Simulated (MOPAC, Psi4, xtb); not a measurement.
Approach curve of the dimer HBr ··· H4O4Si (SMILES Br and O[Si](O)(O)O). Monomers: optimised at B3LYP-D3(BJ) (def2-TZVP), held rigid. Orientation: a random orientation, not optimised. R is the distance of the centres of mass, along which the second monomer moves.

Geometry at R = 4.92 Å (first 2 atoms: monomer A):
```
11

Br     0.7124     0.0000     0.0000
H     -0.7124     0.0000     0.0000
O     -2.0801     0.1480     2.5961
Si    -1.8411     0.3602     4.1999
O     -2.1391    -1.0837     4.9077
O     -0.3183     0.9324     4.3690
O     -2.8268     1.4441     4.9268
H     -1.6897     0.7958     2.0041
H     -1.8650    -1.8714     4.4316
H     -0.1031     1.3709     5.1960
H     -3.7063     1.1442     5.1697
```

GFN1-xTB (xtb); PM6, restricted, heats of formation (MOPAC); MP2/aug-cc-pVDZ = DF-MP2/aug-cc-pVDZ, frozen core, counterpoise-corrected run with Psi4; SAPT0/jun-cc-pVDZ, frozen core (Psi4); SCS-MP2/aug-cc-pVDZ = DF-SCS-MP2/aug-cc-pVDZ, frozen core, counterpoise-corrected (Psi4).

Interaction energies in kJ/mol (negative: bound); R is the distance of the centres of mass, d the H2···H8 distance.

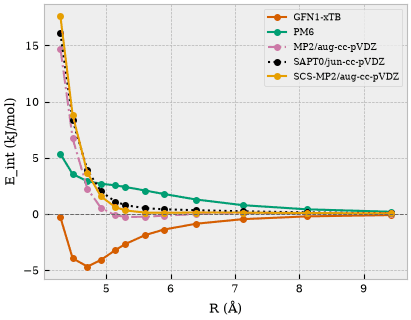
Fig. 1. Interaction energy against separation.

```
R / Å  d / Å  GFN1-xTB   PM6  MP2/aug-cc-pVDZ  SAPT0/jun-cc-pVDZ  SCS-MP2/aug-cc-pVDZ
-----  -----  --------  ----  ---------------  -----------------  -------------------
4.29    1.77     -0.31  5.34            14.72              16.08                17.58
4.48    1.95     -3.94  3.55             6.72               8.37                 8.79
4.71    2.17     -4.68  2.91             2.23               3.88                 3.65
4.92    2.37     -4.09  2.70             0.55               2.01                 1.56
5.14    2.58     -3.23  2.55            -0.11               1.11                 0.62
5.30    2.73     -2.67  2.41            -0.26               0.79                 0.32
5.61    3.04     -1.87  2.09            -0.25               0.51                 0.13
5.90    3.32     -1.38  1.78            -0.14               0.42                 0.11
6.40    3.81     -0.86  1.29             0.00               0.34                 0.13
7.13    4.53     -0.46  0.78             0.07               0.24                 0.13
8.12    5.51     -0.21  0.42             0.06               0.14                 0.09
9.42    6.81     -0.09  0.20             0.04               0.07                 0.05
```

Lowest grid point: GFN1-xTB -4.68 kJ/mol at R = 4.71 Å; PM6 0.20 kJ/mol at R = 9.42 Å; MP2/aug-cc-pVDZ -0.26 kJ/mol at R = 5.30 Å; SAPT0/jun-cc-pVDZ 0.07 kJ/mol at R = 9.42 Å; SCS-MP2/aug-cc-pVDZ 0.05 kJ/mol at R = 9.42 Å.
